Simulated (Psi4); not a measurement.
**wB97X/aug-cc-pVDZ run of [BF4]− (tetrafluoroborate)**

Aim: the vertical ionisation energy of [BF4]− (tetrafluoroborate) at wB97X/aug-cc-pVDZ, from 2 runs. 

The results are computed with Psi4 1.11.

2 further runs of the same task are left out: 2 set aside as unsound or not needed.

### Step 1. The system as given

The species is [BF4]− (5 atoms), meant as a singlet with charge -1. As SMILES, `F[B-](F)(F)F`. The shape is that of a PBE0-D4/def2-TZVPD optimisation.

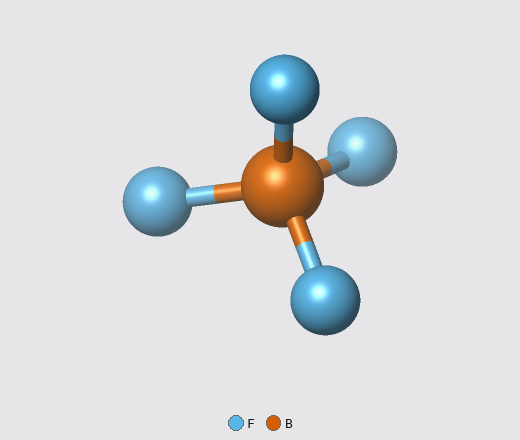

The structure, seen from a chosen angle (fluorine blue, boron orange).

### Step 2. Energy and forces at wB97X/aug-cc-pVDZ

File job.inp:

```
memory 1600 MB

molecule {
  -1 1
  F     -0.10790336    -0.07596699     2.65317548
  B      0.00000000     0.00000000     0.00018897
  F      1.79316112    -1.75933502    -0.86398278
  F     -2.38577923    -0.60301161    -1.00098793
  F      0.70052147     2.43831362    -0.78839374
  units bohr
  symmetry c1
  no_reorient
  no_com
}

set basis aug-cc-pVDZ
set puream true
set e_convergence 1e-09
set d_convergence 1e-08
set scf_type pk
set dft_radial_points 99
set dft_spherical_points 590

e_tot, wfn = gradient('wb97x', return_wfn=True)
oeprop(wfn, 'WIBERG_LOWDIN_INDICES', 'DIPOLE', 'QUADRUPOLE', title='WB97X')
print_variables()
```

On the command line:

```bash
$ psi4 -n 1 job.inp job.out
```

job.out, cut to the lines that bear on the results:

```text
[...]
  Running in c1 symmetry.
[...]
  Nuclear repulsion =  179.786669173934229
[...]
  Multiplicity = 1
[...]
  Nalpha       = 21
  Nbeta        = 21
[...]
    Number of basis functions: 115
[...]
   @RKS iter   1:  -424.31265125102578   -9.84930e-01   6.46931e-03 DIIS/ADIIS
[...]
   @RKS iter   9:  -424.49398283279453   -1.07946e-10   6.74243e-09 DIIS
[...]
    Orbital Energies [Eh]
    ---------------------
    Doubly Occupied:
       1A    -24.523386     2A    -24.523339     3A    -24.523327
       4A    -24.523324     5A     -6.760670     6A     -1.129876
       7A     -1.072604     8A     -1.072538     9A     -1.072530
      10A     -0.479547    11A     -0.416728    12A     -0.416704
      13A     -0.416702    14A     -0.328208    15A     -0.328205
      16A     -0.303384    17A     -0.303366    18A     -0.303365
      19A     -0.269735    20A     -0.269734    21A     -0.269712
[...]
  @RKS Final Energy:  -424.49398283279453
   => Energetics <=
    Nuclear Repulsion Energy =            179.7866691739342286
    One-Electron Energy =                -959.4389981672416070
    Two-Electron Energy =                 388.6374863945909510
    DFT Exchange-Correlation Energy =     -33.4791402340780806
    Empirical Dispersion Energy =           0.0000000000000000
    VV10 Nonlocal Energy =                  0.0000000000000000
    Total Energy =                       -424.4939828327945293
[...]
  -Total Gradient:
     Atom            X                  Y                   Z
    ------   -----------------  -----------------  -----------------
       1        0.000546863601     0.000376019989    -0.013279584799
       2        0.000006148649    -0.000012201601     0.000108645548
       3       -0.008944155816     0.008801074759     0.004321987186
       4        0.011892624488     0.003012875380     0.004983329513
       5       -0.003490340717    -0.012153672957     0.003917307575
[...]
 Multipole Moments:
 ------------------------------------------------------------------------------------
     Multipole            Electronic (a.u.)      Nuclear  (a.u.)        Total (a.u.)
 ------------------------------------------------------------------------------------
 L = 1.  Multiply by 2.5417464519 to convert [e a0] to [Debye]
 Dipole X            :          0.0000216           -0.0000000            0.0000216
 Dipole Y            :         -0.0000526            0.0000000           -0.0000526
 Dipole Z            :          0.0012933           -0.0007559            0.0005374
 Magnitude           :                                                    0.0005404
 L = 2.  Multiply by 1.3450342976 to convert [e a0^2] to [Debye ang]
 Quadrupole XX       :       -108.5174569           84.6876852          -23.8297716
 Quadrupole XY       :         -0.0016638            0.0015260           -0.0001378
[...]
```

It took 32 s on 1 thread of AMD EPYC 9R45 (Zen 5), shared host; peak memory 0.84 GiB.

### Step 3. Doublet neutral BF4 at the same level

File job.json:

```json
{
  "schema_name": "qcschema_input",
  "schema_version": 1,
  "molecule": {
    "schema_name": "qcschema_molecule",
    "schema_version": 2,
    "symbols": ["F", "B", "F", "F", "F"],
    "geometry": [-0.10790336, -0.07596699, 2.65317548, 0.0, 0.0, 0.00018897, 1.79316112, -1.75933502, -0.86398278, -2.38577923, -0.60301161, -1.00098793, 0.70052147, 2.43831362, -0.78839374],
    "molecular_charge": 0,
    "molecular_multiplicity": 2,
    "fix_symmetry": "c1",
    "fix_com": true,
    "fix_orientation": true
  },
  "driver": "gradient",
  "model": {
    "method": "wb97x",
    "basis": "aug-cc-pVDZ"
  },
  "keywords": {
    "reference": "uks",
    "puream": true,
    "e_convergence": 1e-09,
    "d_convergence": 1e-08,
    "scf_type": "pk",
    "dft_radial_points": 99,
    "dft_spherical_points": 590,
    "maxiter": 200
  }
}
```

On the command line:

```bash
$ psi4 --qcschema job.json -n 1 --memory 1600MB
```

stdout, cut to the lines that bear on the results:

```text
[...]
  Running in c1 symmetry.
[...]
  Nuclear repulsion =  179.786669173934229
[...]
  Multiplicity = 2
[...]
  Nalpha       = 21
  Nbeta        = 20
[...]
    Number of basis functions: 115
[...]
   @UKS iter   1:  -424.12536680100891   -7.97646e-01   4.28129e-03 DIIS/ADIIS
[...]
   @UKS iter  30:  -424.20654918531449   -2.78533e-12   7.00835e-09 DIIS
[...]
   @S^2 Observed:                7.570407938E-01
[...]
  @UKS Final Energy:  -424.20654918531449
   => Energetics <=
    Nuclear Repulsion Energy =            179.7866691739342286
    One-Electron Energy =                -947.0546993180560094
    Two-Electron Energy =                 376.2898271297979136
    DFT Exchange-Correlation Energy =     -33.2283461709906334
    Empirical Dispersion Energy =           0.0000000000000000
    VV10 Nonlocal Energy =                  0.0000000000000000
    Total Energy =                       -424.2065491853144863
[...]
 Multipole Moments:
 ------------------------------------------------------------------------------------
     Multipole            Electronic (a.u.)      Nuclear  (a.u.)        Total (a.u.)
 ------------------------------------------------------------------------------------
 L = 1.  Multiply by 2.5417464519 to convert [e a0] to [Debye]
 Dipole X            :          0.0245643           -0.0000000            0.0245643
 Dipole Y            :          0.0173601            0.0000000            0.0173601
 Dipole Z            :         -0.6043724           -0.0007559           -0.6051282
 Magnitude           :                                                    0.6058754
[...]
  -Total Gradient:
     Atom            X                  Y                   Z
    ------   -----------------  -----------------  -----------------
       1       -0.000935816640    -0.000668276676     0.023184337144
       2        0.002719053738     0.001906663821    -0.066777296826
       3        0.001714621539    -0.002731197529     0.014602692613
       4       -0.003772964809    -0.001235038820     0.014403411518
       5        0.000285083627     0.002753777851     0.014675010967
[...]
```

The result, in JSON:

```text
{
 "driver": "gradient",
 "model": {
  "method": "wb97x",
  "basis": "aug-cc-pVDZ"
 },
 "success": true,
 "return_result": [-0.0009358166403556122, -0.000668276676320423, 0.023184337143821065, 0.0027190537375406465, 0.0019066638208924333, -0.0667772968259429, 0.0017146215386359687, -0.0027311975293712876, 0.014602692612971147, -0.003772964808613194, -0.001235038820459243, 0.014403411517575009, 0.0002850836271342319, 0.0027537778506678545, 0.014675010967110283],
 "properties": {
  "calcinfo_nbasis": 115,
  "calcinfo_nmo": 115,
  "calcinfo_nalpha": 21,
  "calcinfo_nbeta": 20,
  "calcinfo_natom": 5,
  "nuclear_repulsion_energy": 179.78666917393423,
  "return_energy": -424.2065491853145,
  "return_gradient": [-0.0009358166403556122, -0.000668276676320423, 0.023184337143821065, 0.0027190537375406465, 0.0019066638208924333, -0.0667772968259429, 0.0017146215386359687, -0.0027311975293712876, 0.014602692612971147, -0.003772964808613194, -0.001235038820459243, 0.014403411517575009, 0.0002850836271342319, 0.0027537778506678545, 0.014675010967110283],
  "scf_one_electron_energy": -947.054699318056,
  "scf_two_electron_energy": 376.2898271297979,
  "scf_xc_energy": -33.22834617099063,
  "scf_dipole_moment": [0.024564318989266164, 0.01736005970458871, -0.6051282428545344],
  "scf_total_energy": -424.2065491853145,
  "scf_total_gradient": [-0.0009358166403556122, -0.000668276676320423, 0.023184337143821065, 0.0027190537375406465, 0.0019066638208924333, -0.0667772968259429, 0.0017146215386359687, -0.0027311975293712876, 0.014602692612971147, -0.003772964808613194, -0.001235038820459243, 0.014403411517575009, 0.0002850836271342319, 0.0027537778506678545, 0.014675010967110283],
  "scf_iterations": 30
 }
}
```

It took 85 s on 1 thread of AMD EPYC 9R45 (Zen 5), shared host; peak memory 0.84 GiB.

### Step 4. Summary of results

Level: wB97X/aug-cc-pVDZ.

| quantity | value |
| --- | --- |
| singlet [BF4]−: total energy | -424.49398 Eh |
| singlet [BF4]−: HOMO energy | -7.34 eV |
| singlet [BF4]−: LUMO energy | 5.29 eV |
| singlet [BF4]−: HOMO–LUMO gap (to an unbound level, set by the basis) | 12.63 eV |
| singlet [BF4]−: largest force on an atom | 0.684 eV/Å |
| doublet neutral BF4: total energy | -424.20655 Eh |
| doublet neutral BF4: dipole moment | 1.54 D |
| doublet neutral BF4: HOMO energy (highest over α and β) | -14.17 eV |
| doublet neutral BF4: LUMO energy (lowest over α and β) | -8.36 eV |
| doublet neutral BF4: ⟨S²⟩ | 0.757 |
| doublet neutral BF4: largest force on an atom | 3.438 eV/Å |
| vertical detachment energy (to the doublet neutral) | 7.821 eV |

In words: The vertical ionisation energy comes to 7.82 eV (755 kJ/mol). The largest force (singlet [BF4]−) is 0.68 eV/Å: the shape isn't a stationary point for this species at this level. The negative HOMO energy of the first species, 7.34 eV, lies 0.48 eV below that difference.
